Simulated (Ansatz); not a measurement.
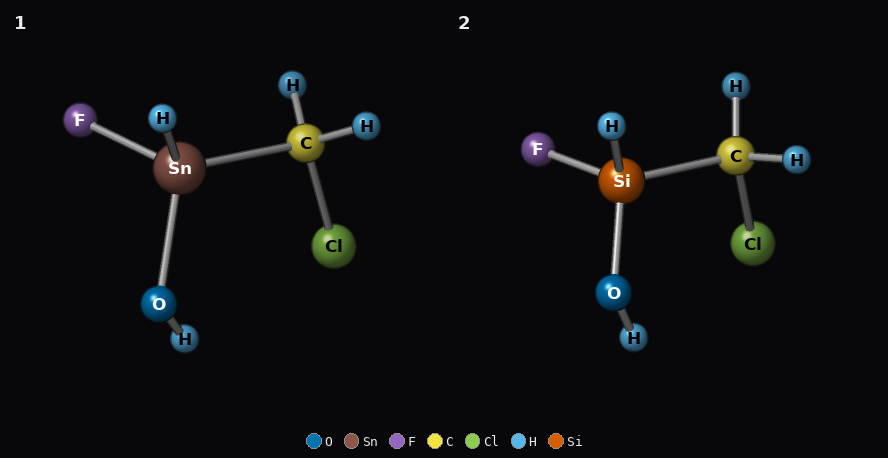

2 molecules with one skeleton, seen from the same side and at one scale. Charge 0, singlet. Computed geometries: PBE0-D4/def2-TZVP optimisations, one conformation each. Properties computed with Ansatz 0.2.0. Elements past Kr carry core potentials.

One atom differs, called X below: Sn in panel 1, Si in panel 2. Their formulas are CH4ClFOSn (`[OH][Sn@H]([F])[CH2]Cl`), CH4ClFOSi (`O[Si@H](F)CCl`).

Question: In which is the length of X–C larger (PBE0-D4/def2-TZVP)?

Answer: In panel 1 (X = Sn).

Question: In which is the angle C–X–H larger (PBE0-D4/def2-TZVP)?

Answer: In panel 1 (X = Sn).

Give the values. With PBE0-D4/def2-TZVP: length of X–C (Å), length of X–F (Å), length of X–H (Å), length of X–O (Å), angle C–X–H (°), harmonic zero-point energy (kJ/mol). With ωB97M-V/def2-TZVPP: dipole moment (D), HOMO energy (Kohn–Sham orbital) (eV), HOMO–LUMO gap (eV).

| quantity | 1 (Sn) | 2 (Si) | 2 − 1 |
| --- | --- | --- | --- |
| length of X–C (Å) | 2.149 | 1.874 | −0.275 |
| length of X–F (Å) | 1.923 | 1.594 | −0.329 |
| length of X–H (Å) | 1.695 | 1.475 | −0.220 |
| length of X–O (Å) | 1.943 | 1.624 | −0.319 |
| angle C–X–H (°) | 122.2 | 112.5 | −9.7 |
| dipole moment (D) | 3.33 | 1.69 | −1.64 |
| HOMO energy (Kohn–Sham orbital) (eV) | −10.52 | −10.68 | −0.16 |
| HOMO–LUMO gap (eV) | 11.54 | 12.51 | +0.97 |
| harmonic zero-point energy (kJ/mol) | 131.9 | 144.4 | +12.5 |
